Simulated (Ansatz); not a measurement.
## Electronic structure of C$_{2}$H$_{2}$Si (SMILES [CH]=C=[SiH-]) (charge −1, doublet) in real space

```tsv
atom	x (Å)	y (Å)	z (Å)
C	-0.2698	2.0104	0.5120
C	-0.5982	0.8478	0.7733
Si	-0.9941	-0.8799	1.3705
H	0.0084	3.0181	0.2704
H	-1.7244	-1.2797	0.0628
```

Geometry: PBE0-D3(BJ)/def2-SVPD; the highest occupied orbital lies above zero, a sign that basis and functional describe the outermost electron poorly.

The calculation used Ansatz, isolated molecule in a Gaussian basis; Kohn-Sham density functional theory, functional PBE0.

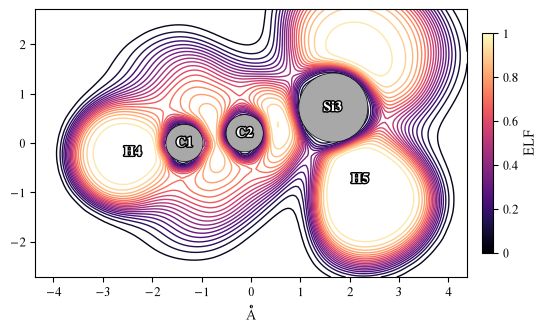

Figure 1. ELF on the molecular plane. Grey discs cover the atomic cores.

Question: Read the bonding off the picture.

Answer:
- The plane passes through C, Si and H nuclei.
- C–C (1.24 Å): the ELF peaks at about 0.85 between the atoms (a short, multiple covalent bond).
- C–Si (1.87 Å): the ELF peaks at about 0.95 between the atoms, as expected for a shared electron pair.
- C–H (1.07 Å): the ELF climbs to about 1 towards the hydrogen, as it does in any bond to H (a covalent bond by its length).
- Si–H (1.55 Å): the ELF climbs to about 1 towards the hydrogen.
- The ELF also peaks beside Si3, away from the bonds: non-bonding electrons, paired or unpaired.

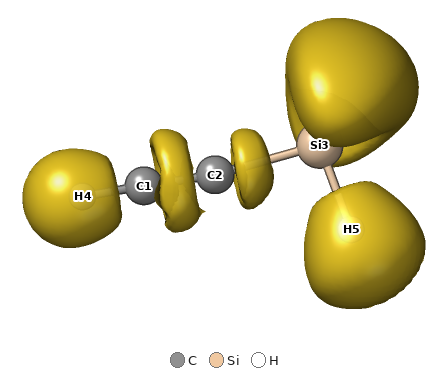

Figure 2. Isosurface of the ELF at 0.8 (yellow), seen across its widest extent. Only the valence region is drawn (cores and ρ < 0.01 e/Å³ removed).

Question: Where are the electrons localised?

Answer: At this value the surface marks out one region between bonded C–C atoms (shared pairs), one region between bonded C–Si atoms (shared pairs), two regions around hydrogen nuclei and one lobe on Si, pointing away from the bonds (non-bonding electrons).

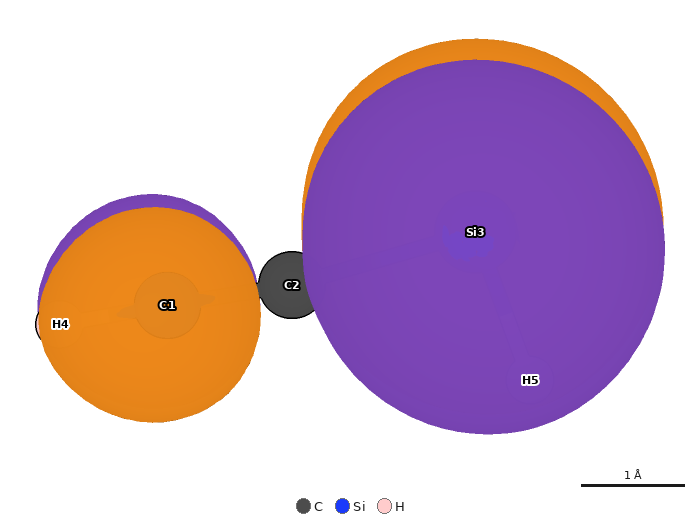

Figure 3. The HOMO (α) at ±0.06 Å⁻³ᐟ² (orange and purple are the two phases), seen across its widest extent.

Question: Describe this orbital and give its energy.

Answer: By Hirshfeld shares it lies mainly on Si3 (about 75 %), C1 (about 15 %) and C2 (about 10 %); it changes sign across the molecular plane (π type); π-antibonding (a node) across C1–C2. Its energy is 0.53 eV.
